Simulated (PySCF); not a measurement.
**F²⁺: dipole response in dyall-acv3z**

Aim: the static polarisability and the C₆ coefficient of F²⁺, method by method.

Method: unrestricted determinants in a Gaussian basis, no spin-orbit coupling in the energies. Code: PySCF 2.14.0.

## (1) What is computed

```
Element     : fluorine (Z = 9)
Basis       : dyall-acv3z
Hamiltonian : the non-relativistic Hamiltonian (point nucleus)
State 1     : F²⁺: [He] 2s2 2p3, high-spin 4S determinant
Methods     : UHF, PBE, PBE0, TPSSh, r2SCANh
```

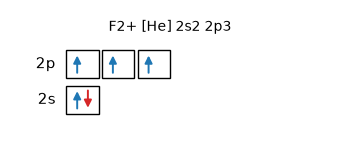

The shells outside the core, filled by Hund's rule for the drawing.

One driver process ran all states and methods and kept the integrals in memory. Each run is shown as a PySCF script that sums up its settings (the driver passes frozen orbitals as a list and adds second-order terms of double hybrids); the logs are those of the runs themselves. The driver starts from symmetry-adapted Hartree-Fock orbitals, holds the occupation by maximum overlap and uses a logarithmic radial grid for functionals, so a plain start would take other cycles.

The integrals over 76 functions and the set-up took 0.31 s of CPU time.

## (2) F²⁺

UHF:

Contents of input.py:

```python
from pyscf import gto, scf, dft, mp, cc
import basis_set_exchange as bse
mol = gto.M(atom="F 0 0 0", charge=2, spin=3, symmetry="D2h",
            basis=gto.basis.parse(bse.get_basis("dyall-acv3z", elements=["F"], fmt="nwchem")))
mf = scf.UHF(mol)
mf.irrep_nelec = {'Ag': (2, 2), 'B1u': (1, 0), 'B2u': (1, 0), 'B3u': (1, 0)}
mf.kernel()
```

Output:

```text
damping factor = 0
level_shift factor = 0
DIIS = <class 'pyscf.scf.diis.CDIIS'>
diis_start_cycle = 1
diis_space = 10
diis_damp = 0
SCF conv_tol = 1e-09
SCF conv_tol_grad = None
number electrons alpha = 5  beta = 2
cycle= 1 E= -97.6137045674212  delta_E= -3.52e-12  |g|= 5.36e-07  |ddm|= 2.84e-06
converged SCF energy = -97.6137045674212  <S^2> = 3.75394  2S+1 = 4.0019695
```

CPU time 4.7 s on a shared host, the integrals not counted.

The occupied shells:

| shell | electrons | mean orbital energy (eV) | spread (eV) | rms radius (bohr) |
| --- | --- | --- | --- | --- |
| 1s α | 1 | -766.53 | 0 | 0.204 |
| 1s β | 1 | -761.69 | 0 | 0.204 |
| 2s α | 1 | -88.093 | 0 | 1.01 |
| 2s β | 1 | -70.715 | 0 | 1.01 |
| 2p α | 3 | -63.890 | 0 | 0.977 |

⟨S²⟩ = 3.754, ⟨L²⟩ = 0.00.

The driver then solved the coupled dipole response at imaginary frequencies: mean α = 1.273 bohr³, C₆ = 1.560 au for a like pair.

PBE:

input.py, as changed from the run before:

```diff
@@ -4,3 +4,3 @@
             basis=gto.basis.parse(bse.get_basis("dyall-acv3z", elements=["F"], fmt="nwchem")))
-mf = scf.UHF(mol)
+mf = dft.UKS(mol, xc="PBE")
 mf.irrep_nelec = {'Ag': (2, 2), 'B1u': (1, 0), 'B2u': (1, 0), 'B3u': (1, 0)}
```

Output:

```text
damping factor = 0
level_shift factor = 0
DIIS = <class 'pyscf.scf.diis.CDIIS'>
diis_start_cycle = 1
diis_space = 10
diis_damp = 0
SCF conv_tol = 1e-09
SCF conv_tol_grad = None
number electrons alpha = 5  beta = 2
XC functionals = PBE
    J. P. Perdew, K. Burke, and M. Ernzerhof.,  Phys. Rev. Lett. 77, 3865 (1996)
    J. P. Perdew, K. Burke, and M. Ernzerhof.,  Phys. Rev. Lett. 78, 1396 (1997)
    J. P. Perdew, K. Burke, and M. Ernzerhof.,  Phys. Rev. Lett. 77, 3865 (1996)
    J. P. Perdew, K. Burke, and M. Ernzerhof.,  Phys. Rev. Lett. 78, 1396 (1997)
cycle= 1 E= -97.7250044315681  delta_E= -0.00472  |g|= 0.00792  |ddm|= 0.0632
cycle= 2 E= -97.7250099591375  delta_E= -5.53e-06  |g|= 0.00174  |ddm|= 0.00309
cycle= 3 E= -97.7250104848862  delta_E= -5.26e-07  |g|= 0.000461  |ddm|= 0.000612
cycle= 4 E= -97.7250105253215  delta_E= -4.04e-08  |g|= 9.83e-06  |ddm|= 0.000143
cycle= 5 E= -97.7250105253412  delta_E= -1.97e-11  |g|= 3.61e-07  |ddm|= 3.49e-06
converged SCF energy = -97.7250105253412  <S^2> = 3.7512459  2S+1 = 4.0006229
```

It used 3.3 s of CPU time after the integrals (shared host).

The driver then solved the coupled dipole response at imaginary frequencies: mean α = 1.252 bohr³, C₆ = 1.594 au for a like pair.

PBE0:

input.py, as changed from the run before:

```diff
@@ -4,3 +4,3 @@
             basis=gto.basis.parse(bse.get_basis("dyall-acv3z", elements=["F"], fmt="nwchem")))
-mf = dft.UKS(mol, xc="PBE")
+mf = dft.UKS(mol, xc="PBE0")
 mf.irrep_nelec = {'Ag': (2, 2), 'B1u': (1, 0), 'B2u': (1, 0), 'B3u': (1, 0)}
```

Output:

```text
damping factor = 0
level_shift factor = 0
DIIS = <class 'pyscf.scf.diis.CDIIS'>
diis_start_cycle = 1
diis_space = 10
diis_damp = 0
SCF conv_tol = 1e-09
SCF conv_tol_grad = None
number electrons alpha = 5  beta = 2
XC functionals = PBE0
    C. Adamo and V. Barone.,  J. Chem. Phys. 110, 6158 (1999)
    M. Ernzerhof and G. E. Scuseria.,  J. Chem. Phys. 110, 5029 (1999)
cycle= 1 E= -97.7449240207824  delta_E= -0.00255  |g|= 0.00765  |ddm|= 0.0447
cycle= 2 E= -97.744935062038  delta_E= -1.1e-05  |g|= 0.000746  |ddm|= 0.00354
cycle= 3 E= -97.7449352301138  delta_E= -1.68e-07  |g|= 5.64e-05  |ddm|= 0.000463
cycle= 4 E= -97.744935231002  delta_E= -8.88e-10  |g|= 9.8e-06  |ddm|= 3e-05
converged SCF energy = -97.744935231002  <S^2> = 3.7516259  2S+1 = 4.0008129
```

It used 7.4 s of CPU time after the integrals (shared host).

The driver then solved the coupled dipole response at imaginary frequencies: mean α = 1.246 bohr³, C₆ = 1.571 au for a like pair.

TPSSh:

input.py, as changed from the run before:

```diff
@@ -4,3 +4,3 @@
             basis=gto.basis.parse(bse.get_basis("dyall-acv3z", elements=["F"], fmt="nwchem")))
-mf = dft.UKS(mol, xc="PBE0")
+mf = dft.UKS(mol, xc="TPSSH")
 mf.irrep_nelec = {'Ag': (2, 2), 'B1u': (1, 0), 'B2u': (1, 0), 'B3u': (1, 0)}
```

Output:

```text
damping factor = 0
level_shift factor = 0
DIIS = <class 'pyscf.scf.diis.CDIIS'>
diis_start_cycle = 1
diis_space = 10
diis_damp = 0
SCF conv_tol = 1e-09
SCF conv_tol_grad = None
number electrons alpha = 5  beta = 2
XC functionals = TPSSH
    V. N. Staroverov, G. E. Scuseria, J. Tao, and J. P. Perdew.,  J. Chem. Phys. 119, 12129 (2003)
cycle= 1 E= -97.8324851601656  delta_E= -0.00198  |g|= 0.00692  |ddm|= 0.0495
cycle= 2 E= -97.8324911971809  delta_E= -6.04e-06  |g|= 0.000712  |ddm|= 0.00307
cycle= 3 E= -97.8324912793408  delta_E= -8.22e-08  |g|= 0.000173  |ddm|= 0.000358
cycle= 4 E= -97.8324912846942  delta_E= -5.35e-09  |g|= 2.15e-05  |ddm|= 5.02e-05
cycle= 5 E= -97.832491284776  delta_E= -8.18e-11  |g|= 5.74e-07  |ddm|= 7.5e-06
converged SCF energy = -97.832491284776  <S^2> = 3.7517457  2S+1 = 4.0008728
```

CPU time 14 s on a shared host, the integrals not counted.

The driver then solved the coupled dipole response at imaginary frequencies: mean α = 1.262 bohr³, C₆ = 1.609 au for a like pair.

r2SCANh:

input.py, as changed from the run before:

```diff
@@ -4,3 +4,3 @@
             basis=gto.basis.parse(bse.get_basis("dyall-acv3z", elements=["F"], fmt="nwchem")))
-mf = dft.UKS(mol, xc="TPSSH")
+mf = dft.UKS(mol, xc="HYB_MGGA_XC_R2SCANH")
 mf.irrep_nelec = {'Ag': (2, 2), 'B1u': (1, 0), 'B2u': (1, 0), 'B3u': (1, 0)}
```

Output:

```text
damping factor = 0
level_shift factor = 0
DIIS = <class 'pyscf.scf.diis.CDIIS'>
diis_start_cycle = 1
diis_space = 10
diis_damp = 0
SCF conv_tol = 1e-09
SCF conv_tol_grad = None
number electrons alpha = 5  beta = 2
XC functionals = HYB_MGGA_XC_R2SCANH
    M. Bursch, H. Neugebauer, S. Ehlert, and S. Grimme.,  J. Chem. Phys. 156, 134105 (2022)
cycle= 1 E= -97.7991432749847  delta_E= -0.00163  |g|= 0.00671  |ddm|= 0.0304
cycle= 2 E= -97.7991487786383  delta_E= -5.5e-06  |g|= 0.000812  |ddm|= 0.00293
cycle= 3 E= -97.7991489088188  delta_E= -1.3e-07  |g|= 0.000211  |ddm|= 0.000478
cycle= 4 E= -97.7991489168434  delta_E= -8.02e-09  |g|= 1.99e-05  |ddm|= 6.77e-05
cycle= 5 E= -97.7991489169602  delta_E= -1.17e-10  |g|= 7.28e-07  |ddm|= 1.41e-05
converged SCF energy = -97.7991489169602  <S^2> = 3.7524555  2S+1 = 4.0012276
```

It used 14 s of CPU time after the integrals (shared host).

The driver then solved the coupled dipole response at imaginary frequencies: mean α = 1.282 bohr³, C₆ = 1.637 au for a like pair.

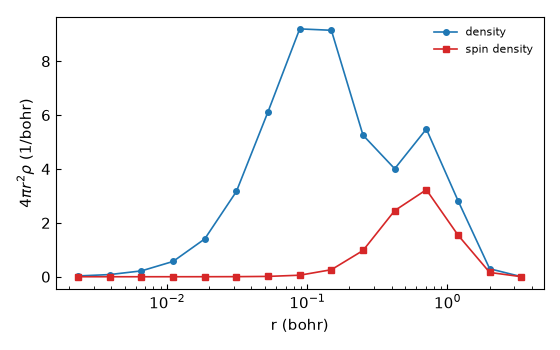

Radial density 4πr²ρ of F²⁺ at UHF, at 15 stored radii joined by straight lines.

## (3) The response side by side

F²⁺, in atomic units:

```csv
method,mean α,C₆ (like pair),S(−4)
UHF,1.273,1.560,1.568
PBE,1.252,1.594,1.275
PBE0,1.246,1.571,1.303
TPSSh,1.262,1.609,1.310
r2SCANh,1.282,1.637,1.411
```

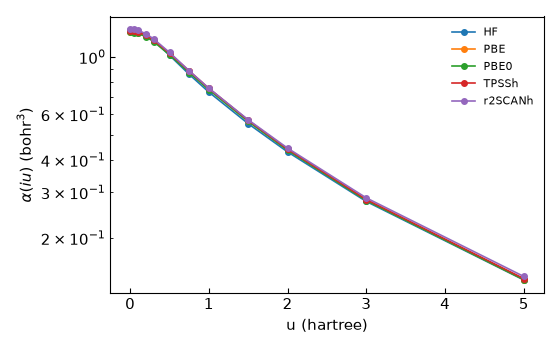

α(iu) of F²⁺, the polarisability at imaginary frequency, on a logarithmic scale.

## (4) Outcome

| quantity | value |
| --- | --- |
| α of F²⁺ | 1.246 (PBE0) to 1.282 (r2SCANh) bohr³ |

**Reading.** A single London oscillator with the computed α and C₆ of F²⁺ at UHF would have ω = 4 C₆ / (3 α²) = 1.28 hartree. All values hold for this basis alone; no basis-set limit was taken.
